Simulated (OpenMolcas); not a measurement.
# Re⁶⁺ with 4 ligands (oxide): CASSCF and CASPT2 levels and susceptibility

Which state of Re⁶⁺ lies lowest among these ligands, how large is the field, and what χT follows?

The numbers are computed with OpenMolcas 26.06 (state-averaged CASSCF and CASPT2, spin-orbit coupling by RASSI with atomic mean-field integrals), except any that are marked as measured or tabulated.

## 1. The system

```
Species                           : Re⁶⁺ (rhenium, Z = 75, 69 electrons)
Basis                             : ANO-RCC-VDZP [7s6p4d2f1g], 124 functions with the ligands
Scalar Hamiltonian                : DKH2, point nucleus
Inactive shells                   : 1s 2s 2p 3s 3p 3d 4s 4p 4d 4f 5s 5p of the metal, and all ligand shells
Active space                      : 1 electron in 5 orbitals (5d)
Some configurations of this space : 5d
Orbitals                          : optimised for each spin and parity, averaged over all roots
```

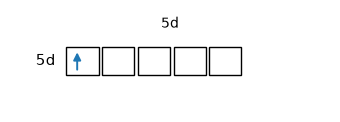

Outer shells as boxes.

Re⁶⁺ is taken with 4 ligands (oxide) in tetrahedron coordination (Td) at 1.8 Å. A charge of +0.5 e stands 2.6 Å behind each ligand. Ligand basis ANO-RCC-VDZP. The distances are assumed, not relaxed.

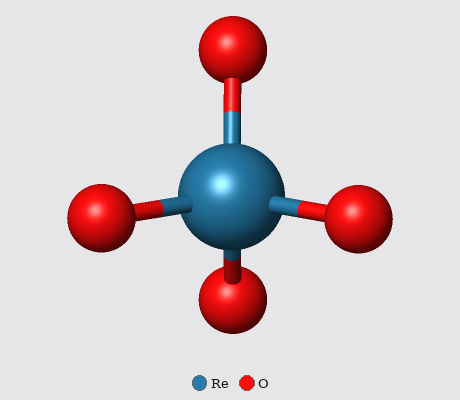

The cluster treated with basis functions (rhenium blue, oxygen red); what lies farther out is not drawn.

```xyz
5

Re    0.0000    0.0000    0.0000
O     1.0392    1.0392    1.0392
O     1.0392   -1.0392   -1.0392
O    -1.0392    1.0392   -1.0392
O    -1.0392   -1.0392    1.0392
```

The work runs as a chain of OpenMolcas steps in one folder; each step below is one input file. Labels, J, g values, rates, χT and fits are worked out afterwards by a script from the matrices that RASSI stores.

## 2. Basis and integrals

Contents of a.inp:

```
&GATEWAY
Coord
5

Re 0.0 0.0 0.0
O 1.039230 1.039230 1.039230
O 1.039230 -1.039230 -1.039230
O -1.039230 1.039230 -1.039230
O -1.039230 -1.039230 1.039230
Basis=Re.ANO-RCC-VDZP,O.ANO-RCC-VDZP
Group=NoSym
NoMove
AngMom=0.0 0.0 0.0
AMFI
RICD
XField
4 Angstrom 0
2.540341 2.540341 2.540341 0.500000
2.540341 -2.540341 -2.540341 0.500000
-2.540341 2.540341 -2.540341 0.500000
-2.540341 -2.540341 2.540341 0.500000
&SEWARD
```

On the command line:

```console
$ OMP_NUM_THREADS=1 MOLCAS_MEM=2457 MOLCAS_PROJECT=a pymolcas a.inp > a.log
```

Log:

```text
Basis set label: RE.ANO-RCC...7S6P4D2F1G.

      Electronic valence basis set:
      ------------------
      Associated Effective Charge  75.000000 au
      Associated Actual Charge     75.000000 au
      Nuclear Model: Point charge

      Shell  nPrim  nBasis  Cartesian Spherical Contaminant
         s      24       7        X
         p      21       6        X
         d      15       4                 X
         f      11       2                 X
         g       4       1                 X
                  Relativistic Douglas-Kroll-Hess integrals:
                    - DKH order of Hamiltonian: 2
                    - DKH order of Properties : 0
                  Atomic mean-field integrals
```

## 3. Reference wave functions, doublets, 5 roots

Contents of a.inp:

```
&RASSCF
FileOrb=start.orb
Symmetry=1
Spin=2
nActEl=1 0 0
Inactive=54
Ras2=5
CIRoot=5 5 1
SDav=5
CIMx=300
Iter=150 100
PrWF=0.3
OrbListing=Nothing
MaxOrb=0
LevShft=1.0
>>> COPY $Project.JobIph JOB001
```

start.orb holds start orbitals that the driver prepared beforehand, or those of the step before.

Log, shortened:

```text
[...]
      Number of active orbitals                  5
[...]
      Spin quantum number                      0.5
[...]
      Active orbitals                            5
[...]
      Number of CSFs                             5
      Number of root(s) required                 5
[...]
      Convergence after 18 iterations
[...]
      Natural orbitals and occupation numbers for root  1
      sym 1:   1.000000   0.000000   0.000000   0.000000  -0.000000
      Natural orbitals and occupation numbers for root  2
      sym 1:   0.000000  -0.000000   1.000000   0.000000  -0.000000
      Natural orbitals and occupation numbers for root  3
      sym 1:   0.000000   1.000000   0.000000  -0.000000   0.000000
::    RASSCF root number  1 Total energy: -16976.79241953
::    RASSCF root number  2 Total energy: -16976.79241953
::    RASSCF root number  3 Total energy: -16976.71179397
::    RASSCF root number  4 Total energy: -16976.71179397
::    RASSCF root number  5 Total energy: -16976.71179397
```

## 4. RASSI: spin-orbit coupling between the states

Contents of a.inp:

```
&RASSI
NrOfJobIphs=1 5
1 2 3 4 5
IphNames
JOB001
EJob
SpinOrbit
DIPRint=1.0
SOCoupling=1000.0
Subsets=2
Property=9
'ANGMOM' 1 'ANGMOM' 2 'ANGMOM' 3 'MLTPL  1' 1 'MLTPL  1' 2 'MLTPL  1' 3
'AMFI' 1 'AMFI' 2 'AMFI' 3
SOProperty=3
'ANGMOM' 1 'ANGMOM' 2 'ANGMOM' 3
```

Log, shortened:

```text
SPIN-FREE ENERGIES:
  (Shifted by EMIN (a.u.) =     -16976.7924195258)
 SF State       Relative EMIN(au)   Rel lowest level(eV)    D:o, cm**(-1)
     1             0.0000000000        0.0000000000              0.0000
     2             0.0000000000        0.0000000000              0.0000
     3             0.0806255579        2.1939331961          17695.2646
     4             0.0806255579        2.1939331961          17695.2646
     5             0.0806255579        2.1939331961          17695.2646
     Dipole printing threshold changed to   1.00000000E+00
[...]
Eigenvalues of complex Hamiltonian:
   -----------------------------------
  (Shifted by EMIN (a.u.) =     -16976.7924195258)
 SO State       Relative EMIN(au)   Rel lowest level(eV)    D:o, cm**(-1)
     1            -0.0026339672        0.0000000000              0.0000
     2            -0.0026339672        0.0000000000              0.0000
     3            -0.0026339670        0.0000000029              0.0000
     4            -0.0026339670        0.0000000029              0.0000
     5             0.0817492592        2.2961845647          18519.9775
     6             0.0817492592        2.2961845641          18519.9775
     7             0.0817492592        2.2961845647          18519.9775
     8             0.0817492592        2.2961845641          18519.9775
     9             0.0836460894        2.3477999446          18936.2836
    10             0.0836460894        2.3477999446          18936.2836
Weights of the five most important spin-orbit-free states for each spin-orbit state.
[...]
```

Time for these steps: 18 s (1 thread of Arm Neoverse V2, shared host).

States without spin-orbit coupling:

| state | degeneracy | E (cm-1) |
| --- | --- | --- |
| 2E | 2 | 0 |
| 2T2 | 3 | 17695 |

With spin-orbit coupling:

| E (cm-1) | Degeneracy | Label | 2S+1 | g |
| --- | --- | --- | --- | --- |
| 0.0 | 4 | Γ8 | 2 |  |
| 18520 | 4 | Γ8 | 2 |  |
| 18936 | 2 |  | 2 | 0.73 0.73 0.73 |

Principal g values are given for doublets only; a zero marks a field direction without first-order Zeeman splitting.

Powder χT (cm³ K/mol): 0.26 at 2 K, 0.26 at 5 K, 0.26 at 10 K, 0.26 at 20 K, 0.26 at 50 K, 0.26 at 100 K, 0.26 at 150 K, 0.26 at 200 K, 0.26 at 250 K, 0.26 at 300 K.

A ligand-field fit to the states below 45000 cm-1 gives 10Dq = -17695 cm-1, the gap between the two states.

The orbitals of the open shell are 56 to 70 % metal; the Mulliken charge of the metal is +2.20 e.

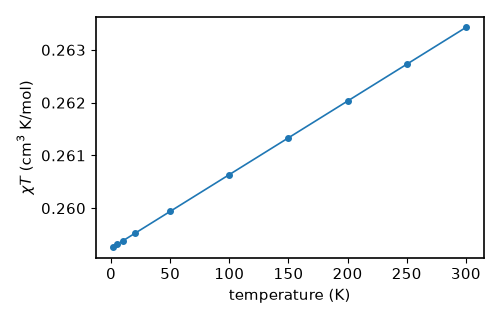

χT against temperature.

## 5. CASPT2: IPEA 0.25, imaginary shift 0.1 (28 orbitals frozen, the lowest in energy)

Contents of a.inp:

```
>>> COPY JOB001 $Project.JobIph
&CASPT2
Multistate=5 1 2 3 4 5
NoMult
Frozen=28
IPEA=0.25
Imaginary=0.1
MaxIter=60
WThr=0.0 0.3 0.05
PrWF=0.5
NoMix
```

Log:

```text
Orbital specifications:
      -----------------------

      Symmetry species                           1
                                                 a
      Frozen orbitals                           28
      Inactive orbitals                         26
      Active orbitals                            5
      Secondary orbitals                        65
      Deleted orbitals                           0
      Number of basis functions                124
Type of calculation                        SS-CASPT2
      Fock operator                              state-specific
      IPEA shift                                 0.25
      Real shift                                 0.00
      Imaginary shift                            0.10
      The input orbitals will be transformed to quasi-canonical
Reference energy:      -16976.7924195258
      E2 (Non-variational):      -1.8930011272
      Shift correction:          -0.0023747508
      E2 (Variational):          -1.8953758780
      Total energy:          -16978.6877954037
      Residual norm:              0.0000005883
      Reference weight:           0.65605
      Contributions to the CASPT2 correlation energy
      Active & Virtual Only:          0.0000000016
      One Inactive Excited:          -0.0838661998
      Two Inactive Excited:          -1.8091349290
Reference energy:      -16976.7924195257
      E2 (Non-variational):      -1.8930002400
      Shift correction:          -0.0023747203
      E2 (Variational):          -1.8953749603
      Total energy:          -16978.6877944861
      Residual norm:              0.0000005882
      Reference weight:           0.65605
      Contributions to the CASPT2 correlation energy
      Active & Virtual Only:          0.0000000016
      One Inactive Excited:          -0.0838650940
      Two Inactive Excited:          -1.8091351476
::    CASPT2 Root  1     Total energy: -16978.68779540
::    CASPT2 Root  2     Total energy: -16978.68779449
::    CASPT2 Root  3     Total energy: -16978.62383784
::    CASPT2 Root  4     Total energy: -16978.62412410
::    CASPT2 Root  5     Total energy: -16978.62388397
```

Time for this run: 26 s (1 thread of Arm Neoverse V2, shared host).

SS-CASPT2: lowest energy less the reference's lowest, -1.8954 hartree; reference weights 0.648 to 0.656.

Spin-free states, with their symmetry labels:

| state | degeneracy | E (cm-1) |
| --- | --- | --- |
| 2E | 2 | 0 |
| 2T2 | 3 | 14013 |

With spin-orbit coupling:

```csv
E (cm-1),Degeneracy,Label,2S+1,g
0,4,Γ8,2,
15120,4,Γ8,2,
15400,2,,2,0.73 0.73 0.73
```

Powder χT (cm³ K/mol): 0.23 at 2 K, 0.23 at 5 K, 0.23 at 10 K, 0.23 at 20 K, 0.23 at 50 K, 0.23 at 100 K, 0.23 at 150 K, 0.23 at 200 K, 0.23 at 250 K, 0.24 at 300 K.

A ligand-field fit to the states below 45000 cm-1 gives 10Dq = -14013 cm-1, the gap between the two states.

## 6. CASPT2: IPEA 0.25, real shift 0.3 (28 orbitals frozen, the lowest in energy)

Changes to a.inp since step 5:

```diff
@@ -6,3 +6,3 @@
 IPEA=0.25
-Imaginary=0.1
+Shift=0.3
 MaxIter=60
```

On the command line:

```console
$ OMP_NUM_THREADS=1 MOLCAS_MEM=2457 MOLCAS_PROJECT=a pymolcas a.inp > a.log
```

Log:

```text
Orbital specifications:
      -----------------------

      Symmetry species                           1
                                                 a
      Frozen orbitals                           28
      Inactive orbitals                         26
      Active orbitals                            5
      Secondary orbitals                        65
      Deleted orbitals                           0
      Number of basis functions                124
Type of calculation                        SS-CASPT2
      Fock operator                              state-specific
      IPEA shift                                 0.25
      Real shift                                 0.30
      Imaginary shift                            0.00
      The input orbitals will be transformed to quasi-canonical
Reference energy:      -16976.7924195258
      E2 (Non-variational):      -1.7556088175
      Shift correction:          -0.1240657538
      E2 (Variational):          -1.8796745713
      Total energy:          -16978.6720940971
      Residual norm:              0.0000002347
      Reference weight:           0.70744
      Contributions to the CASPT2 correlation energy
      Active & Virtual Only:          0.0000000010
      One Inactive Excited:          -0.0767793043
      Two Inactive Excited:          -1.6788295142
Reference energy:      -16976.7924195257
      E2 (Non-variational):      -1.7556082777
      Shift correction:          -0.1240655036
      E2 (Variational):          -1.8796737814
      Total energy:          -16978.6720933071
      Residual norm:              0.0000002346
      Reference weight:           0.70744
      Contributions to the CASPT2 correlation energy
      Active & Virtual Only:          0.0000000010
      One Inactive Excited:          -0.0767786389
      Two Inactive Excited:          -1.6788296399
::    CASPT2 Root  1     Total energy: -16978.67209410
::    CASPT2 Root  2     Total energy: -16978.67209331
::    CASPT2 Root  3     Total energy: -16978.60715848
::    CASPT2 Root  4     Total energy: -16978.60742708
::    CASPT2 Root  5     Total energy: -16978.60720229
```

This run: 26 s of run time, 1 thread of Arm Neoverse V2, shared host.

SS-CASPT2: lowest energy less the reference's lowest, -1.8797 hartree; reference weights 0.702 to 0.707.

Spin-free states, with their symmetry labels:

| state | degeneracy | E (cm-1) |
| --- | --- | --- |
| 2E | 2 | 0 |
| 2T2 | 3 | 14229 |

With spin-orbit coupling:

```tsv
E (cm-1)	Degeneracy	Label	2S+1	g
0	4	Γ8	2	
15320	4	Γ8	2	
15600	2		2	0.73 0.73 0.73
```

Powder χT (cm³ K/mol): 0.23 at 2 K, 0.23 at 5 K, 0.23 at 10 K, 0.23 at 20 K, 0.23 at 50 K, 0.23 at 100 K, 0.23 at 150 K, 0.24 at 200 K, 0.24 at 250 K, 0.24 at 300 K.

A ligand-field fit to the states below 45000 cm-1 gives 10Dq = -14229 cm-1, the gap between the two states.

## 7. The methods side by side

A. CASSCF
B. SS-CASPT2, IPEA 0.25, imaginary shift 0.1 (28 orbitals frozen, the lowest in energy)
C. SS-CASPT2, IPEA 0.25, real shift 0.3 (28 orbitals frozen, the lowest in energy)

| method | ground state | first state of that spin (cm-1) | first gap with spin-orbit (cm-1) | χT at 300 K |
| --- | --- | --- | --- | --- |
| A | 2E | 2T2 17700 | 18520.0 | 0.26 |
| B | 2E | 2T2 14010 | 15121.6 | 0.24 |
| C | 2E | 2T2 14230 | 15317.4 | 0.24 |

## 8. What came out

| quantity | value |
| --- | --- |
| method | SS-CASPT2, IPEA 0.25, imaginary shift 0.1 (28 orbitals frozen, the lowest in energy) |
| spin-free ground state | 2E, 2-fold in its orbital part |
| first state of the same spin within the active space | 2T2 at 14000 cm⁻¹ |
| lowest level | 4-fold Γ8 |
| next level | 15121.6 cm⁻¹ |
| χT at 300 K | 0.24 cm³ K/mol |
| effective moment at 300 K | 1.37 μB |

Cost by method:

| method | time of its own steps | time with the reference |
| --- | --- | --- |
| A. CASSCF | 18 s | 18 s |
| B. SS-CASPT2, IPEA 0.25, imaginary shift 0.1 (28 orbitals frozen, the lowest in energy) | 26 s | 44 s |
| C. SS-CASPT2, IPEA 0.25, real shift 0.3 (28 orbitals frozen, the lowest in energy) | 26 s | 44 s |

Times are of one thread on a shared host.

In words: The spin-free ground state (2E) is 2-fold and keeps the highest spin of the shell. χT at 300 K is 0.24, against 0.38 cm³ K/mol for the spin alone, so orbital moment lowers it. A ligand-field fit to the states below 45000 cm-1 gives 10Dq = -14013 cm-1, the gap between the two states. CASPT2 does not keep the components of a term degenerate, and the means are used. An orbital doublet at a regular site is open to a Jahn-Teller distortion, which this geometry leaves out. The frozen orbitals are chosen by energy, so an outer shell of the metal can be frozen while a deeper shell elsewhere is correlated. The bonds are covalent and no ligand orbital is active, so the numbers are rough. Bare point charges leave oxide and sulfide ligands too diffuse, so the field comes out too small.
